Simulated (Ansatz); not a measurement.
**CH8GeSi: density, localisation and related maps**

```yaml
atoms:
  - { symbol: Si, position_ang: [-0.3084, 0.4280, 0.7354] }
  - { symbol: Ge, position_ang: [1.3081, 0.7168, -1.4549] }
  - { symbol: H, position_ang: [-0.3282, 1.0837, -0.6898] }
  - { symbol: H, position_ang: [1.2152, 2.2768, -1.6969] }
  - { symbol: H, position_ang: [0.3106, 0.3443, -2.6276] }
  - { symbol: H, position_ang: [-1.6586, 0.9340, 1.1167] }
  - { symbol: H, position_ang: [0.6974, 1.0824, 1.6011] }
  - { symbol: C, position_ang: [-0.3023, -1.4319, 0.7506] }
  - { symbol: H, position_ang: [0.7083, -1.8244, 0.6387] }
  - { symbol: H, position_ang: [-0.7251, -1.7919, 1.6922] }
  - { symbol: H, position_ang: [-0.9170, -1.8178, -0.0657] }
```

The product side of a reaction path; geometry: PBE0-D4/def2-TZVP.

Level of theory: RKS PBE0-D4/def2-TZVPP (Ansatz 0.2.0).

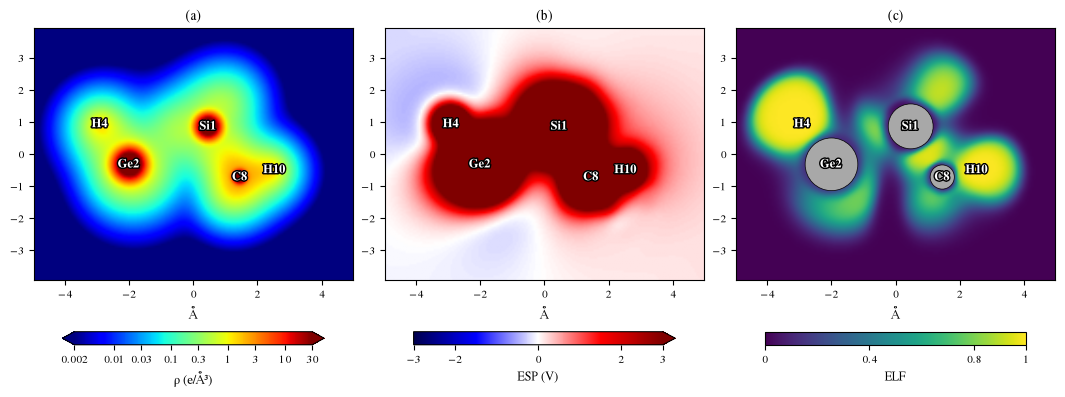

Figure 1. (a) electron density; (b) electrostatic potential; (c) electron localisation function on the plane of atoms Ge2, Si1 and C8. Grey discs cover the atomic cores in the ELF map.

Q: What do the fields say about this system?

A: The section cuts through Si, Ge, H and C sites.
C–Si (1.86 Å): ρ is about 0.99 e/Å³ halfway; the ELF peaks at about 0.95 between the atoms: localised, covalent bonding.
Si–Ge (2.74 Å): ρ is about 0.32 e/Å³ halfway; the ELF peaks at about 0.70 in the valence shell of Si, 1.1 Å from its nucleus, and is about 0.60 at the midpoint.
C–H (1.09 Å): ρ is about 1.9 e/Å³ halfway; the ELF climbs to about 1 towards the hydrogen, as it does in any bond to H; an ordinary covalent bond to hydrogen.
Ge–H (1.58 Å): ρ is about 0.95 e/Å³ halfway; the ELF climbs to about 1 towards the hydrogen.
Outside the dense part of the molecule the potential is most negative (−0.4 V) near H4.

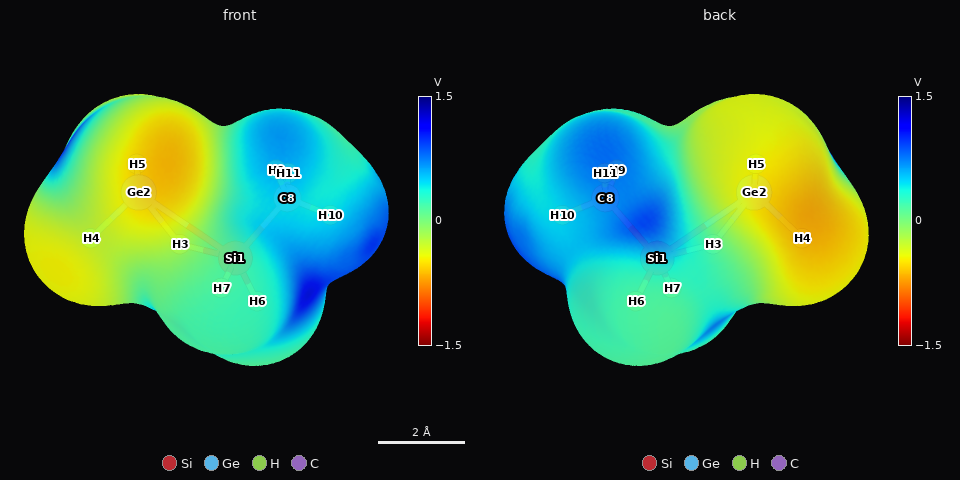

Figure 2. The electrostatic potential painted on the density surface at 0.001 e/bohr³, seen from the front and from behind; the colour scale runs from red (negative) to blue (positive).

Q: Describe the electrostatic potential map.

A: The most negative region (about −0.7 V) lies over H4, the most positive (about +1.1 V) over Si1.

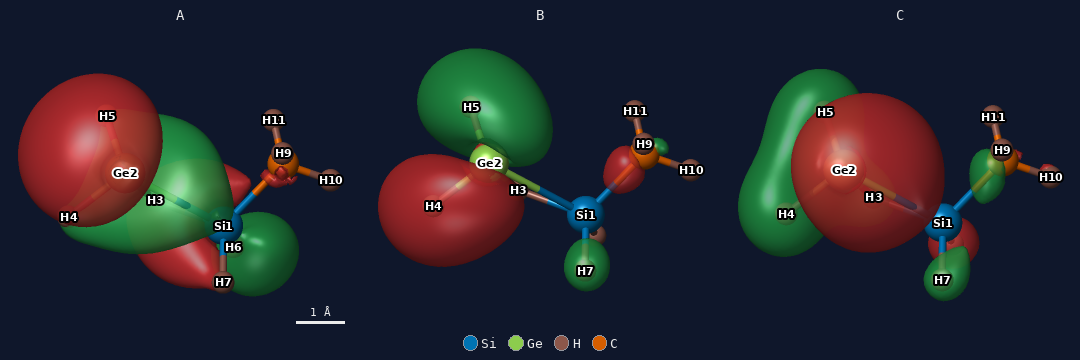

Figure 3. Three frontier orbitals at ±0.08 Å⁻³ᐟ² (green and red are the two phases), in no order.

Q: Order the three orbitals by energy and name them.

A: B is the HOMO−1 (−8.58 eV). Its weight (Hirshfeld) is mainly on Ge2 (about 40 %), H4 (about 25 %) and H5 (about 25 %). C is the HOMO (−6.45 eV). It lies mainly on Ge2 (about 65 %), H5 (about 10 %) and H4 (about 10 %). A is the LUMO (−1.24 eV). By Hirshfeld shares it lies mainly on Ge2 (about 60 %), Si1 (about 20 %), H3 (about 5 %) and H6 (about 5 %).

Q: What is the HOMO–LUMO gap?

A: 5.21 eV between the orbital energies.
